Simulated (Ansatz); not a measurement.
**One shape, several levels: doublet AgH+**

Aim: a comparison of 6 runs (UHF/STO-3G, UHF/3-21G, U-wB97X/def2-TZVPP, UCAM-B3LYP/def2-TZVPP, RPA@PBE0/def2-TZVPP, UBCCD(T)/def2-TZVPP) of doublet AgH+. 

The calculation is run with Ansatz 0.2.0.

29 further runs of the same task are left out: 29 set aside as unsound or not needed.

## Step 1: Starting point

The species is AgH+ (2 atoms), meant as a doublet with charge +1. As SMILES of the parent species, `[AgH]`. The bond length is the one measured for the parent species. That shape belongs to the parent species and isn't relaxed for this state.

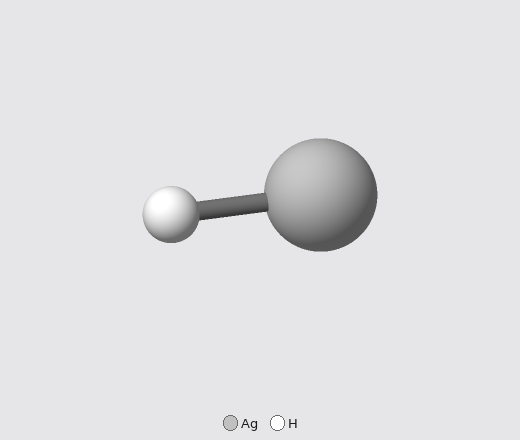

Viewed from a chosen angle; silver light grey, hydrogen white.

## Step 2: The energy at UHF/STO-3G (run 1)

Input file job.yaml:

```yaml
basis:
  gaussian:
    orbitals: STO-3G
crystal:
  periodic: [false, false, false]
  atoms:
    - {symbol: Ag, position_ang: [0.000000, 0.000000, 0.000000]}
    - {symbol: H, position_ang: [0.000000, 0.000000, 1.618100]}
total_charge: 1
magnetization:
  spin_polarized: true
  initial_magnetization: 1
hamiltonian:
  xc: hf
accuracy: high
output: {orbitals: {seedname: orbitals}}
```

The run is started by

```
ansatz run job.yaml --threads 1 --pin off --max-ram 3480MiB --events-out events.jsonl --progress --plain --runs-dir runs
```

Output:

```text
Warning: RAYON_NUM_THREADS=1 ignored (pool sized by the plan → 1); use --threads N
Functional definition: HF
  name "HF"
  exchange = exact_x
  correlation = 0
488 factors; integrals over basis functions are off by at most 4.6e-9 eV
mean field evaluation 1: about -140048.9417 eV, gradient 1.8e1 eV
mean field evaluation 2: about -140048.9752 eV, gradient 1.8e1 eV
mean field evaluation 4: about -140053.8447 eV, gradient 3.7e0 eV
mean field evaluation 8: about -140054.7411 eV, gradient 2.4e-1 eV
mean field evaluation 16: about -140054.7277 eV, gradient 1.3e-2 eV
mean field evaluation 32: about -140054.8403 eV, gradient 1.6e0 eV
mean field evaluation 64: about -140054.6863 eV, gradient 2.3e0 eV
mean field evaluation 96: about -140043.6776 eV, gradient 1.3e1 eV
mean field evaluation 128: about -140054.7265 eV, gradient 1.5e-1 eV
mean field evaluation 160: about -140054.7275 eV, gradient 7.1e-2 eV
mean field evaluation 192: about -140054.7277 eV, gradient 7.6e-3 eV
mean field evaluation 224: about -140054.7277 eV, gradient 6.2e-7 eV
mean field -140054.86393514 eV, -5146.9213170200 hartree, gradient 2.9e-8 eV, S^2 0.751695; 7 other end points of the search recorded, 0 dependent functions left out
reference -140054.86393514 eV, -5146.9213170200 hartree; 24, 23 occupied and 4, 5 virtual orbitals, 488 factors
Total energy: -140054.86393514 eV, -5146.9213170200 hartree
```

Run time: 2.1 s. Hardware: 1 thread of AMD EPYC 7R13 (Zen 3), shared host; peak memory 0.099 GiB.

## Step 3: A single-point energy at UHF/3-21G (run 2)

Input file molecule.yaml:

```yaml
crystal:
  periodic: [false, false, false]
  atoms:
    - {symbol: Ag, position_ang: [0.000000, 0.000000, 0.000000]}
    - {symbol: H, position_ang: [0.000000, 0.000000, 1.618100]}
basis:
  gaussian:
    orbitals: 3-21G-spherical.json
total_charge: 1
magnetization:
  spin_polarized: true
  initial_magnetization: 1
hamiltonian:
  xc: hf
accuracy: high
output:
  orbitals: {seedname: orbitals}
```

The basis set 3-21G is read from a file made from the Basis Set Exchange's data (not shown).

The run is started by

```
ansatz run molecule.yaml --threads 1 --pin off --max-ram 3480MiB --events-out events.jsonl --progress --plain --runs-dir runs
```

Output:

```text
Warning: RAYON_NUM_THREADS=1 ignored (pool sized by the plan → 1); use --threads N
Functional definition: HF
  name "HF"
  exchange = exact_x
  correlation = 0
729 factors; integrals over basis functions are off by at most 5.3e-9 eV
mean field evaluation 1: about -140778.0726 eV, gradient 4.3e1 eV
mean field evaluation 2: about -140778.1406 eV, gradient 4.2e1 eV
mean field evaluation 4: about -140784.8188 eV, gradient 2.3e0 eV
mean field evaluation 8: about -140785.0121 eV, gradient 1.4e-1 eV
mean field evaluation 16: about -140785.0128 eV, gradient 6.4e-8 eV
mean field evaluation 32: about -140781.9297 eV, gradient 5.3e0 eV
mean field -140785.01279332 eV, -5173.7537926454 hartree, gradient 6.4e-8 eV, S^2 0.759933; 0 other end points of the search recorded, 0 dependent functions left out
reference -140785.01279332 eV, -5173.7537926454 hartree; 24, 23 occupied and 14, 15 virtual orbitals, 729 factors
Total energy: -140785.01279332 eV, -5173.7537926454 hartree
```

Run time: 1.1 s. Hardware: 1 thread of AMD EPYC 7R13 (Zen 3), shared host; peak memory 0.13 GiB.

## Step 4: A single-point energy at U-wB97X/def2-TZVPP (core potential) (run 3)

Edit job.yaml of step 2 so:

```diff
@@ -1,4 +1 @@
-basis:
-  gaussian:
-    orbitals: STO-3G
 crystal:
@@ -8,2 +5,5 @@
     - {symbol: H, position_ang: [0.000000, 0.000000, 1.618100]}
+basis:
+  gaussian:
+    orbitals: def2-TZVPP
 total_charge: 1
@@ -13,3 +13,3 @@
 hamiltonian:
-  xc: hf
+  xc: {name: wB97X}
 accuracy: high
```

The run is started by

```
ansatz run job.yaml --threads 1 --pin off --max-ram 3480MiB --events-out events.jsonl --progress --plain --runs-dir runs
```

Output:

```text
Warning: RAYON_NUM_THREADS=1 ignored (pool sized by the plan → 1); use --threads N
Functional definition: wB97X
  name "wB97X"
  parameter omega = 0.3/bohr
  parameter cx = 0.157706
  parameter cx1 = 0.726479
  parameter cx2 = 1.04760
  parameter cx3 = -5.70635
  parameter cx4 = 13.2794
  parameter css1 = -4.33879
  parameter css2 = 18.2308
  parameter css3 = -31.7430
  parameter css4 = 17.2901
  parameter cos1 = 2.37031
  parameter cos2 = -11.3995
  parameter cos3 = 6.58405
  parameter cos4 = -3.78132
  exchange = spin_sum(e_x_unif_sr(omega)*poly(b97_u_x, 1 - cx, cx1, cx2, cx3, cx4)) + cx*exact_x_sr(omega)
      + exact_x_lr(omega)
  correlation = spin_sum(e_c_pw_same_spin*poly(b97_u_same, 1, css1, css2, css3, css4))
      + integral(e_c_pw_opposite_spin*poly(b97_u_opposite, 1, cos1, cos2, cos3, cos4))
988 factors; integrals over basis functions are off by at most 3.4e-9 eV
185 factors; integrals over basis functions are off by at most 2.5e-9 eV
mean field evaluation 1: about -3996.8961 eV, gradient 5.8e1 eV
mean field evaluation 2: about -3990.8965 eV, gradient 8.0e1 eV
mean field evaluation 4: about -4006.3847 eV, gradient 1.7e0 eV
mean field evaluation 8: about -4006.4315 eV, gradient 3.8e-1 eV
mean field evaluation 16: about -4006.4350 eV, gradient 2.9e-3 eV
mean field evaluation 32: about -4006.4350 eV, gradient 3.1e-8 eV
mean field -4006.43501265 eV, -147.2337710558 hartree, gradient 3.1e-8 eV, S^2 0.757238; 0 other end points of the search recorded, 0 dependent functions left out
reference -4006.43501126 eV, -147.2337710046 hartree; 10, 9 occupied and 60, 61 virtual orbitals, 988 factors
Total energy: -4006.43501126 eV, -147.2337710046 hartree
```

It took 17 s on 1 thread of AMD EPYC 7R13 (Zen 3), shared host; peak memory 0.47 GiB.

Runs 4 to 5 aren't shown in full; the table further down has their settings and results.

## Step 5: The energy at UBCCD(T)/def2-TZVPP (core potential) (run 6)

Input file input.yaml:

```yaml
basis:
  gaussian:
    orbitals: def2-TZVPP
crystal:
  periodic: [false, false, false]
  atoms:
    - {symbol: Ag, position_ang: [0.000000, 0.000000, 0.000000]}
    - {symbol: H, position_ang: [0.000000, 0.000000, 1.618100]}
total_charge: 1
magnetization:
  spin_polarized: true
  initial_magnetization: 1
correlation:
  method: bccd_t
  frozen_orbitals: {Ag: 0, H: 0}
accuracy: high
scf:
  omitted_lower_state_checks: [cluster_reference, increment]
```

The run is started by

```
ansatz run input.yaml --threads 1 --pin off --max-ram 3480MiB --events-out events.jsonl --progress --plain --runs-dir runs
```

Output:

```text
Warning: RAYON_NUM_THREADS=1 ignored (pool sized by the plan → 1); use --threads N
Functional definition: HF
  name "HF"
  exchange = exact_x
  correlation = 0
these checks for a lower state are left out or cut short: cluster_reference, increment
988 factors; integrals over basis functions are off by at most 3.4e-9 eV
mean field evaluation 1: about -3975.3846 eV, gradient 5.0e1 eV
mean field evaluation 2: about -3975.3886 eV, gradient 5.0e1 eV
mean field evaluation 4: about -3982.7986 eV, gradient 2.7e0 eV
mean field evaluation 8: about -3982.9971 eV, gradient 4.7e-1 eV
mean field evaluation 16: about -3983.0053 eV, gradient 1.5e-8 eV
mean field evaluation 32: about -3982.9947 eV, gradient 4.8e-1 eV
mean field -3983.00531831 eV, -146.3727456699 hartree, gradient 1.4e-8 eV, S^2 0.766373; 0 other end points of the search recorded, 0 dependent functions left out
reference -3983.00531831 eV, -146.3727456699 hartree; 10, 9 occupied and 60, 61 virtual orbitals, 988 factors
second order -17.39240591 eV of doubles, -0.00000000 eV of singles
cycle   1  -16.30781662 eV  change     1.1e0 eV  update   8.1e-2
cycle   2  -16.65933666 eV  change   -3.5e-1 eV  update   3.5e-2
cycle   3  -16.76512474 eV  change   -1.1e-1 eV  update   2.4e-2
cycle   4  -16.76423064 eV  change    8.9e-4 eV  update   1.6e-2
cycle   5  -16.74450724 eV  change    2.0e-2 eV  update   7.4e-3
cycle   6  -16.75017544 eV  change   -5.7e-3 eV  update   2.6e-3
cycle   7  -16.75024723 eV  change   -7.2e-5 eV  update   1.4e-3
cycle   8  -16.74933058 eV  change    9.2e-4 eV  update   5.3e-4
cycle   9  -16.74939336 eV  change   -6.3e-5 eV  update   2.3e-4
cycle  10  -16.74931059 eV  change    8.3e-5 eV  update   8.1e-5
cycle  11  -16.74940729 eV  change   -9.7e-5 eV  update   3.1e-5
cycle  12  -16.74944255 eV  change   -3.5e-5 eV  update   1.2e-5
cycle  13  -16.74942172 eV  change    2.1e-5 eV  update   6.0e-6
cycle  14  -16.74942587 eV  change   -4.1e-6 eV  update   2.7e-6
cycle  15  -16.74942469 eV  change    1.2e-6 eV  update   1.0e-6
cycle  16  -16.74942486 eV  change   -1.7e-7 eV  update   3.2e-7
cycle  17  -16.74942499 eV  change   -1.3e-7 eV  update   1.3e-7
cycle  18  -16.74942501 eV  change   -2.1e-8 eV  update   5.0e-8
cycle  19  -16.74942503 eV  change   -2.0e-8 eV  update   2.3e-8
cycle  20  -16.74942494 eV  change    9.2e-8 eV  update   6.4e-8
cycle  21  -16.74942488 eV  change    5.3e-8 eV  update   2.0e-8
cycle  22  -16.74942490 eV  change   -1.1e-8 eV  update   7.6e-9
cycle  23  -16.74942489 eV  change    8.9e-9 eV  update   3.7e-9
cycle  24  -16.74942489 eV  change  -6.9e-10 eV  update   1.6e-9
perturbative correction -0.51059109 eV, -0.0187638765 hartree
Total energy: -4000.26533429 eV, -147.0070395578 hartree
Checks for a lower state left out: cluster_reference, increment
```

Wall time 14 s (1 thread of AMD EPYC 7R13 (Zen 3), shared host); peak memory 0.63 GiB.

## Step 6: The series

| run | level | core potential | frozen core orbitals | energy (Eh) | HOMO energy (eV) | LUMO energy (eV) | ⟨S²⟩ | wall time |
| --- | --- | --- | --- | --- | --- | --- | --- | --- |
| 1 | UHF/STO-3G | none | – | -5146.921317 | -14.91 | -4.78 | 0.752 | 2.1 s |
| 2 | UHF/3-21G | none | – | -5173.753793 | -19.08 | -6.73 | 0.760 | 1.1 s |
| 3 | U-wB97X/def2-TZVPP (core potential) | def2-TZVPP | – | -147.233771 | -17.95 | -9.75 | 0.757 | 17 s |
| 4 | UCAM-B3LYP/def2-TZVPP (core potential) | def2-TZVPP | – | -147.178436 | -17.12 | -10.78 | 0.759 | 5.1 s |
| 5 | RPA@PBE0/def2-TZVPP (core potential) | def2-TZVPP | 0 | -147.176267 | – | – | 0.759 | 5.7 s |
| 6 | UBCCD(T)/def2-TZVPP (core potential) | def2-TZVPP | 0 | -147.007040 | – | – | 0.766 | 14 s |

## Step 7: Summary of results

| quantity | value |
| --- | --- |
| run 6: total energy | -147.00704 Eh |
| run 6: correlation energy | -634.3 mEh |
| run 6: (T) correction | -18.76 mEh |
| run 6: ⟨S²⟩ of the reference determinant | 0.766 |

What this shows: Totals of different functionals can't be ranked against each other. Some runs of one species differ in core potentials or relativity; totals across that change don't compare. In run 1 the basis is minimal, so the values are rough. In runs 1, 2 relativity is left out where basis or elements ask for it. All runs together took 46 s, the longest 17 s.
